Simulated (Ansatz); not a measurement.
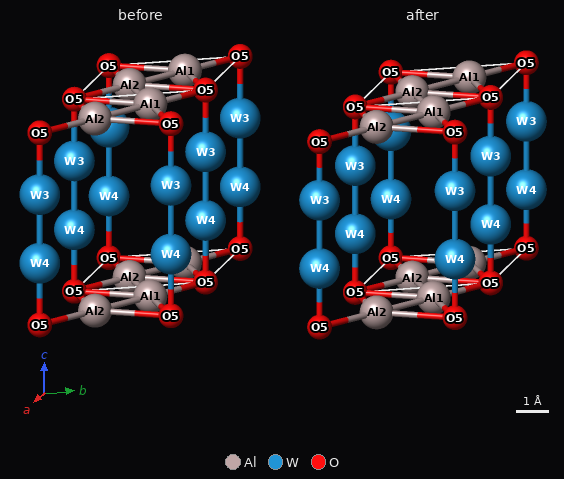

The structure of a crystal of Al2W2O (a generated structure, set up in P6/mmm) (coarse preliminary run) before (left) and after (right) a relaxation, at one scale.

Style: ball-and-stick. Shown: the cell of the calculation, repeated 2 × 1 × 1 with one cell outlined, slightly off an axis.

Method: DFT PBE, scalar-relativistic, plane waves, PAW (Ansatz).

The input:
```yaml
crystal:
  lattice:
    - [4.2816683566, 0.0, 0.0]
    - [-2.1408341783, 3.7080335674, 0.0]
    - [0.0, 0.0, 6.2566110729]
  atoms:
    - { symbol: Al, position: [0.3333333333, 0.6666666667, 0.0] }
    - { symbol: Al, position: [0.6666666667, 0.3333333333, 0.0] }
    - { symbol: W, position: [0.0, 0.0, 0.6786794492] }
    - { symbol: W, position: [0.0, 0.0, 0.3213205508] }
    - { symbol: O, position: [0.0, 0.0, 0.0] }
basis:
  ecutwfc: 420
kpoints:
  mp_grid: { grid: [6, 6, 4] }
hamiltonian:
  xc: pbe
scf:
  occupations: { method: gaussian, width: 0.1 }
  lower_state_search: "off"
output:
  forces: true
  stress: true
  eigenvalues: true
relax:
  adjacent_minimum: "off"
  f_tol: 0.04
  max_steps: 70
  cell: { stress_tol: 0.4 }
```

Run as
```bash
ansatz run input.yaml --threads 1 --pin off --max-ram 2560MiB --backend cpu --events-out ev --progress --plain --runs-dir out
```

Summarise the run.

Answer. The largest moves relative to the cell, 0.031 Å, are those of W3 and W4. W3 goes along +c. Al and O stay in place. Cell: a = b 4.282 → 4.420 Å (+3.2 %), c 6.257 → 6.041 Å (−3.4 %). Volume +2.9 %. Among the contacts that change: W3–O5 2.010 → 1.910 Å, Al1–Al2 2.472 → 2.552 Å, Al1–O5 2.472 → 2.552 Å, W3–W4 2.236 → 2.222 Å. The space group stays P6/mmm (No. 191). After 5 accepted moves (7 points after the start) the energy has fallen by 29.1 meV per atom. The largest force component goes from 1.2 to 0.022 eV/Å. The pressure goes from −0.09 to 0.04 GPa. The line search rejected the trial step at point 2 of the run. The SCF was repeated once at an unchanged geometry on a basis and grid sized afresh for the cell, which shifted the energy by 1.2 meV per atom at most.
